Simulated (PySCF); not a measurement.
C4H6 (SMILES C#CCC)

Input file:

```
{"job": {"kind": "sp", "xc": "PBE0", "basis": "def2-TZVP", "d3": "d3bj", "grid": 2}, "charge": 0, "multiplicity": 1}
C      2.306265     0.055658     0.060748
C      1.138500    -0.256508     0.138645
C     -0.274538    -0.607100     0.222456
C     -1.205519     0.509020    -0.247585
H      3.343050     0.327218    -0.007083
H     -0.509888    -0.880664     1.265354
H     -0.448436    -1.519566    -0.373410
H     -2.256769     0.195991    -0.164275
H     -1.006658     0.771744    -1.296842
H     -1.067884     1.417038     0.357474
```

Run with:

```sh
OMP_NUM_THREADS=1 python redox_run.py task.json out
```

Geometry: PBE0-D3(BJ)/def2-SVP.

Theory: PySCF 2.14.0, density-fitted response routines, DFT single point, gas phase, functional PBE0.

### What can the converged electron density and electron localisation function tell about the bonding?

C–C (1.21 Å): ρ at the midpoint is about 2.8 e/Å³; the ELF peaks at about 0.85 between the atoms (a multiple bond).
C–H (1.07 Å): the density is about 2.1 e/Å³ at the midpoint; the ELF climbs to about 1 towards the hydrogen, as it does in any bond to H; a covalent bond by its length.

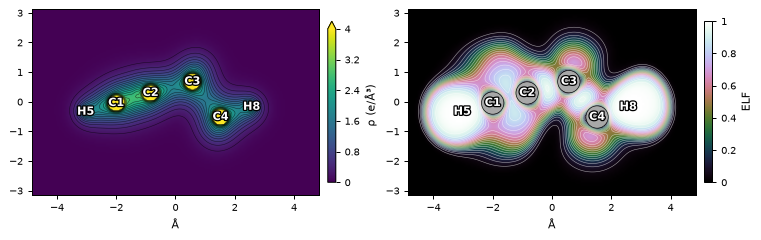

Computed electron density and electron localisation function on the plane of atoms C2, C3 and C4, in this order. Grey discs cover the atomic cores in the ELF map. 
